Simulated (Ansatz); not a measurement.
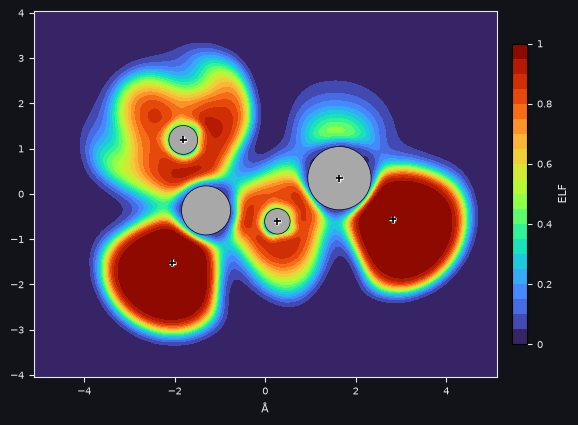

The electron localisation function on a plane through atoms (crosses mark nuclei in the plane; grey discs cover the cores).

Theory: isolated molecule in a Gaussian basis; Kohn-Sham density functional theory, functional PBE0 (Ansatz 0.2.0).

Candidates:
A. CH4BrSi2 (SMILES C/[SiH]=[Si]\Br) (doublet)
B. ClH6NOSi2
C. C2H7NOSn (SMILES C[N](C)[Sn][OH])

Q: Which system is this?

A: Candidate B: ClH6NOSi2 on the plane of atoms O3, Si5 and H10, which holds N, O, Si and H. Si–O (1.67 Å): the ELF peaks at about 0.85 between the atoms; a polar covalent bond.
